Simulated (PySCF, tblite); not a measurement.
**C3H9AlF3N: geometry, infrared bands and NMR shifts**

What infrared bands and NMR shifts should C3H9AlF3N (`C[C@@H]([AlH2-][NH3+])C(F)(F)F`) show?

Computed with tblite 0.8.0 and PySCF 2.14.0, with density-fitted response routines of our own, on a single molecule in the gas phase. Atoms count from 0, in the outputs and in this text.

## Step 1: The starting structure

17 atoms, charge 0, multiplicity 1; geometry from: force field or distance geometry start.

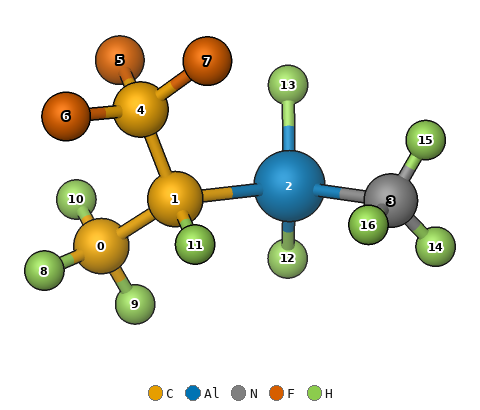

The starting geometry (carbon amber, aluminium blue, nitrogen grey, fluorine orange, hydrogen green), atoms numbered; sticks join atoms by distance.

## Step 2: Geometry optimisation with GFN2-xTB

Job settings and geometry (Å):

```
{"job": {"kind": "relax", "xc": "GFN2-xTB", "basis": "xTB"}, "charge": 0, "multiplicity": 1}
C     -1.368800    -1.349200     0.672600
C     -0.676000    -0.031200     0.330900
Al     1.178700    -0.363500    -0.359900
N      2.309800     1.046900     0.251400
C     -1.506600     0.698400    -0.662300
F     -1.606500    -0.115800    -1.778900
F     -2.752000     1.027500    -0.183400
F     -0.879900     1.871700    -1.074500
H     -2.270400    -1.217700     1.289400
H     -0.616400    -1.949600     1.228200
H     -1.616000    -1.897100    -0.262200
H     -0.521900     0.553600     1.279400
H      1.653700    -1.796700     0.130200
H      1.063400    -0.299200    -1.946900
H      3.171400     0.608000     0.655800
H      2.623400     1.619800    -0.547900
H      1.807000     1.606200     0.968300
```

On the command line:

```console
OMP_NUM_THREADS=1 python probes_run.py task.json out
```

The driver reads the jobs from task.json and runs them one after another.

**Question.** This job is followed by: GFN2-xTB harmonic vibrations, gas phase; GIAO PBE0/pcSseg-1 NMR shielding, non-relativistic, gas phase. Predict these results of the whole session: strongest single infrared mode (GFN2-xTB); zero-point energy (GFN2-xTB); ¹³C shifts against TMS (PBE0/pcSseg-1); ¹H shifts against TMS (PBE0/pcSseg-1, means over atoms taken as alike); ²⁷Al shifts against AlH4- (PBE0/pcSseg-1); ¹⁵N shifts against NH3 (PBE0/pcSseg-1); ¹⁹F shifts against CFCl3 (PBE0/pcSseg-1, means over atoms taken as alike); surface potential, least and greatest.

**Answer**, as computed:

| quantity | value |
| --- | --- |
| strongest single infrared mode (GFN2-xTB) | 767 cm⁻¹, 474 km/mol |
| zero-point energy (GFN2-xTB) | 73.0 kcal/mol |
| ¹³C shifts against TMS (PBE0/pcSseg-1) | 144.7, 26.2, 14.7 ppm |
| ¹H shifts against TMS (PBE0/pcSseg-1, means over atoms taken as alike) | 4.00, 3.80, 2.04, 1.59, 1.19 ppm |
| ²⁷Al shifts against AlH4- (PBE0/pcSseg-1) | 41.0 ppm |
| ¹⁵N shifts against NH3 (PBE0/pcSseg-1) | 39.0 ppm |
| ¹⁹F shifts against CFCl3 (PBE0/pcSseg-1, means over atoms taken as alike) | -67.8 ppm |
| surface potential, least and greatest | -1.26 V and 2.61 V |

**Reading.** The optimisation took 222 steps and gained 0.960 eV; among the close pairs (by a distance rule), Al2–F5 changed most, from 3.136 to 2.137 Å. All 45 modes are real, so the xTB geometry is a minimum. The strongest single mode, at 767 cm⁻¹, moves mainly H12 and H13. Unscaled tight-binding wavenumbers are off by several per cent, some by more. Its intensities can rank the bands wrongly. At PBE0/pcSseg-1: The largest span, 200 ppm, is at F5, F6, F7, where the paramagnetic term is -236 ppm.
